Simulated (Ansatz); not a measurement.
# AlH2ClO (SMILES [OH][AlH][Cl]): levels of theory compared

We compute a comparison of 6 runs (PBE/STO-3G, wB97X/STO-3G, CCSDT(Q)/STO-3G, CCSDT/STO-3G, CCSDTQ/STO-3G, FCI/STO-3G) of AlH2ClO. 

Program for the calculation: Ansatz 0.2.0.

77 further runs of the same task are left out: 5 that didn't finish, 72 set aside as unsound or not needed.

### Step 1. The system as given

AlH2ClO has 5 atoms, charge 0, and is taken as a singlet. SMILES: `[OH][AlH][Cl]`. The Cl3–Al2 distance was set to 3.144 Å, away from the relaxed value. At this shape a bond of the SMILES string is far longer than usual.

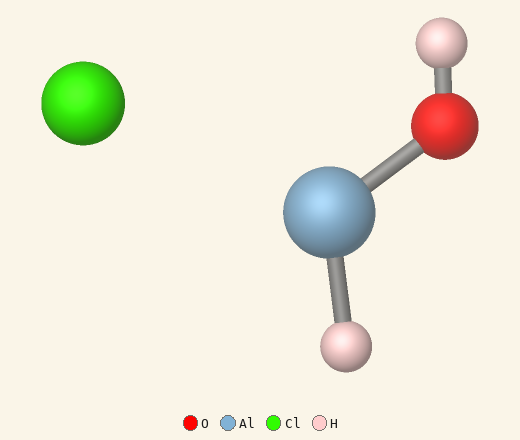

Viewed from a chosen angle; oxygen red, aluminium light blue, chlorine green, hydrogen pink.

### Step 2. The energy at PBE/STO-3G (run 1)

File run.yaml:

```yaml
crystal:
  periodic: [false, false, false]
  atoms:
    - {symbol: O, position_ang: [-1.452054, 1.326060, -0.777053]}
    - {symbol: Al, position_ang: [0.089046, 1.140060, -0.125153]}
    - {symbol: Cl, position_ang: [1.114900, -1.725400, 0.662800]}
    - {symbol: H, position_ang: [-2.061454, 0.606060, -0.932153]}
    - {symbol: H, position_ang: [0.991546, 2.400160, 0.079547]}
basis:
  gaussian:
    orbitals: STO-3G
total_charge: 0
hamiltonian:
  xc: pbe
accuracy: high
```

Started as:

```bash
$ ansatz run run.yaml --threads 1 --pin off --max-ram 2610MiB --events-out events.jsonl --progress --plain --runs-dir runs
```

Standard output:

```text
Warning: RAYON_NUM_THREADS=1 ignored (pool sized by the plan → 1); use --threads N
Functional definition: PBE
  name "PBE"
  parameter kappa = 0.804
  parameter beta = 0.06672455060314922
  exchange = pbe_x(kappa = kappa, mu = beta*pi^2/3)
  correlation = pbe_c(beta = beta)
425 factors; integrals over basis functions are off by at most 2.3e-8 eV
mean field evaluation 1: about -20937.0213 eV, gradient 3.1e1 eV
mean field evaluation 2: about -20846.6551 eV, gradient 8.6e1 eV
mean field evaluation 4: about -20942.0714 eV, gradient 5.8e0 eV
mean field evaluation 8: about -20942.2452 eV, gradient 1.5e-1 eV
mean field evaluation 16: about -20942.2056 eV, gradient 6.6e-6 eV
mean field -20942.20561374 eV, -769.6118611682 hartree, gradient 2.4e-8 eV, S^2 0.000000; 0 other end points of the search recorded, 0 dependent functions left out
reference -20942.20561583 eV, -769.6118612448 hartree; 20, 20 occupied and 5, 5 virtual orbitals, 425 factors
Total energy: -20942.20561583 eV, -769.6118612448 hartree
```

It took 0.46 s on 1 thread of AMD EPYC 9R45 (Zen 5), shared host.

### Step 3. A single-point energy at wB97X/STO-3G (run 2)

File job.yaml:

```yaml
crystal:
  periodic: [false, false, false]
  atoms:
    - {symbol: O, position_ang: [-1.452054, 1.326060, -0.777053]}
    - {symbol: Al, position_ang: [0.089046, 1.140060, -0.125153]}
    - {symbol: Cl, position_ang: [1.114900, -1.725400, 0.662800]}
    - {symbol: H, position_ang: [-2.061454, 0.606060, -0.932153]}
    - {symbol: H, position_ang: [0.991546, 2.400160, 0.079547]}
basis:
  gaussian: {orbitals: STO-3G}
hamiltonian: {xc: {name: wB97X}}
accuracy: high
```

Started as:

```bash
$ ansatz run job.yaml --threads 1 --pin off --max-ram 2610MiB --events-out events.jsonl --progress --plain --runs-dir runs
```

Standard output:

```text
Warning: RAYON_NUM_THREADS=1 ignored (pool sized by the plan → 1); use --threads N
Functional definition: wB97X
  name "wB97X"
  parameter omega = 0.3/bohr
  parameter cx = 0.157706
  parameter cx1 = 0.726479
  parameter cx2 = 1.04760
  parameter cx3 = -5.70635
  parameter cx4 = 13.2794
  parameter css1 = -4.33879
  parameter css2 = 18.2308
  parameter css3 = -31.7430
  parameter css4 = 17.2901
  parameter cos1 = 2.37031
  parameter cos2 = -11.3995
  parameter cos3 = 6.58405
  parameter cos4 = -3.78132
  exchange = spin_sum(e_x_unif_sr(omega)*poly(b97_u_x, 1 - cx, cx1, cx2, cx3, cx4)) + cx*exact_x_sr(omega)
      + exact_x_lr(omega)
  correlation = spin_sum(e_c_pw_same_spin*poly(b97_u_same, 1, css1, css2, css3, css4))
      + integral(e_c_pw_opposite_spin*poly(b97_u_opposite, 1, cos1, cos2, cos3, cos4))
425 factors; integrals over basis functions are off by at most 2.3e-8 eV
169 factors; integrals over basis functions are off by at most 1.0e-9 eV
mean field evaluation 1: about -20949.4891 eV, gradient 2.6e1 eV
mean field evaluation 2: about -20951.1675 eV, gradient 2.7e1 eV
mean field evaluation 4: about -20953.1982 eV, gradient 5.4e-1 eV
mean field evaluation 8: about -20953.1659 eV, gradient 6.9e-3 eV
mean field evaluation 16: about -20953.1659 eV, gradient 1.7e-6 eV
mean field -20953.16592929 eV, -770.0146453354 hartree, gradient 8.1e-8 eV, S^2 0.000000; 0 other end points of the search recorded, 0 dependent functions left out
reference -20953.16592753 eV, -770.0146452707 hartree; 20, 20 occupied and 5, 5 virtual orbitals, 425 factors
Total energy: -20953.16592753 eV, -770.0146452707 hartree
```

Wall time 2.2 s (1 thread of AMD EPYC 9R45 (Zen 5), shared host); peak memory 0.29 GiB.

Runs 3 to 5 aren't shown in full; the table further down has their settings and results.

### Step 4. The energy at FCI/STO-3G (run 6)

File molecule.yaml:

```yaml
crystal:
  periodic: [false, false, false]
  atoms:
    - symbol: O
      position_ang: [-1.452054, 1.326060, -0.777053]
    - symbol: Al
      position_ang: [0.089046, 1.140060, -0.125153]
    - symbol: Cl
      position_ang: [1.114900, -1.725400, 0.662800]
    - symbol: H
      position_ang: [-2.061454, 0.606060, -0.932153]
    - symbol: H
      position_ang: [0.991546, 2.400160, 0.079547]
basis:
  gaussian: {orbitals: STO-3G}
correlation: {method: fci, frozen_orbitals: {Al: 5, Cl: 5, H: 0, O: 1}}
accuracy: high
```

Started as:

```bash
$ ansatz run molecule.yaml --threads 1 --pin off --max-ram 2610MiB --events-out events.jsonl --progress --plain --runs-dir runs
```

Standard output:

```text
Warning: RAYON_NUM_THREADS=1 ignored (pool sized by the plan → 1); use --threads N
Functional definition: HF
  name "HF"
  exchange = exact_x
  correlation = 0
425 factors; integrals over basis functions are off by at most 2.3e-8 eV
mean field evaluation 1: about -20910.6271 eV, gradient 2.4e1 eV
mean field evaluation 2: about -20910.6485 eV, gradient 2.4e1 eV
mean field evaluation 4: about -20913.5230 eV, gradient 1.9e0 eV
mean field evaluation 8: about -20913.5497 eV, gradient 8.8e-4 eV
mean field -20913.54967945 eV, -768.5587750068 hartree, gradient 2.1e-8 eV, S^2 0.000000; 0 other end points of the search recorded, 0 dependent functions left out; unrestricted orbitals would lower it
mean field evaluation 16: about -20913.5474 eV, gradient 2.3e-1 eV
11 core orbitals not correlated: weight in the atoms' cores, before any rotation towards them, 1.000 or more for the frozen orbitals, at most 0.000 for the correlated occupied ones
reference -20913.54967945 eV, -768.5587750068 hartree; 9, 9 occupied and 5, 5 virtual orbitals, 425 factors
state -20916.39075809 eV, -768.6631827211 hartree
Total energy: -20916.39075809 eV, -768.6631827211 hartree
```

It took 11 s on 1 thread of AMD EPYC 9R45 (Zen 5), shared host; peak memory 0.38 GiB.

### Step 5. Overview of the runs

```csv
run,level,frozen core orbitals,energy (Eh),wall time
1,PBE/STO-3G,–,-769.611861,0.46 s
2,wB97X/STO-3G,–,-770.014645,2.2 s
3,CCSDT(Q)/STO-3G,11,-768.663444,0.26 s
4,CCSDT/STO-3G,11,-768.663396,0.24 s
5,CCSDTQ/STO-3G,11,-768.663281,5.4 s
6,FCI/STO-3G,11,-768.663183,11 s
```

### Step 6. Outcome

| quantity | value |
| --- | --- |
| run 6: total energy | -768.66318 Eh |
| run 6: correlation energy (11 core orbitals frozen) | -104.4 mEh |

In words: Against full CI in this basis: CCSDT(Q) -0.3 mEh; CCSDT -0.2 mEh; CCSDTQ -0.1 mEh. Totals of different functionals can't be ranked against each other. In runs 3, 4, 5 the log says that unrestricted orbitals would lower the reference, so the values rest on an unstable closed-shell determinant (other closed-shell runs at this shape may share the fault). In runs 1, 2, 3, 4, 5, 6 the basis is minimal, so the values are rough. All runs together took 20 s, the longest 11 s.
